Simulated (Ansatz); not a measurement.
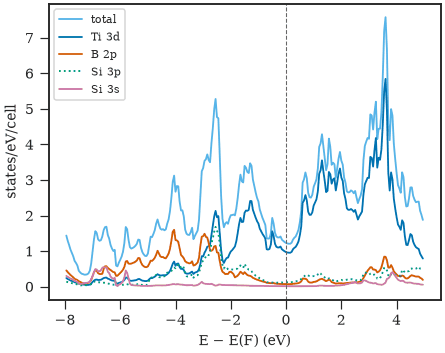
Figure: Total and projected density of states of Ti$_{2}$SiB$_{2}$ in space group P-6m2 (No. 187; Ti on 2h, Si on 1a, B on 1b, B on 1f), DFT-PBEsol in the program Ansatz with PAW potentials

Q: Which orbitals carry the states next to the Fermi level?

A: Within 0.5 eV of the Fermi level: Ti 3d 80 %, Si 3p 9 %, B 2p 6 %. Projections are on Löwdin-orthogonalised atomic valence shells; empty p or d shells of many metals are not among them.

Q: Where is the tallest occupied peak in this window, and what makes it?

A: Near -2.5 eV, about 5.3 states/eV per cell; the largest projected share is Ti 3d.

The start of the workflow was typed in or built on a structure type; neither database checked (COD, Materials Project) lists it. Its standing as an ambient phase is unchecked. Symmetry was held in the PBEsol relaxation; its stability against distortions is not shown here. The run is not spin-polarised.

Potentials: the earlier of the program's two PAW sets. The files were generated under PBE; for other functionals the program regenerates the frozen cores, and for LDA and PBEsol the local potential too.
